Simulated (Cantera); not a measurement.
A closed system holds: 1 mol Al, 6.1 mol NH₃, 4.7 mol N₂, held at 0.220 bar.

Cantera equilibrium calculation (NASA polynomials, part measured and part estimated; ideal gas, pure solids and liquids). Candidate condensed phases: Al, AlN; 13 gas species. Kinetics and transport are ignored.

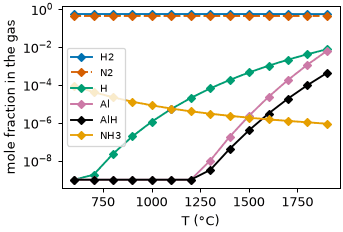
Fig. 1. Equilibrium gas composition (values under 1e-9 drawn at 1e-9)

From 602 °C to 1902 °C the condensed part is AlN(s).
